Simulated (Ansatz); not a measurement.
```xyz
11

Si   -0.5849   -1.0803    0.6062
O     1.4570    0.1066   -1.4394
H    -1.5579   -1.6113    1.6027
H    -0.9636   -1.6380   -0.7214
Si   -0.5913    1.2625    0.5778
H     2.1923   -0.4318   -1.1364
H     0.7558   -1.6154    0.9709
H     1.1149   -0.3414   -2.2171
H    -0.9520    1.7750   -0.7690
H    -1.6041    1.7745    1.5451
H     0.7337    1.7996    0.9804
```

The product side of a reaction path; geometry: PBE0-D4/def2-TZVP.

These are results of RKS PBE0-D4/def2-TZVPP (Ansatz), not measurements.

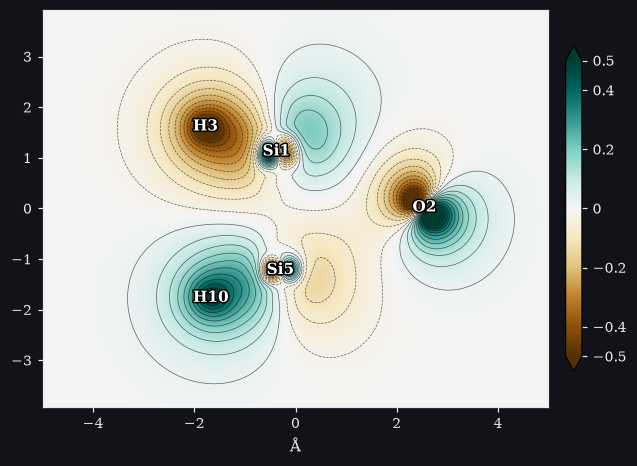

H6Si2···H2O. The HOMO−1 on the plane of atoms Si1, Si5 and H10 (values in Å⁻³ᐟ²; the overall sign is arbitrary).

### Describe this orbital and give its energy.

It lies mainly on Si1 (about 20 %), H3 (about 20 %), O2 (about 15 %), Si5 (about 15 %), H10 (about 15 %) and H7 (about 5 %). Its energy is −9.06 eV.
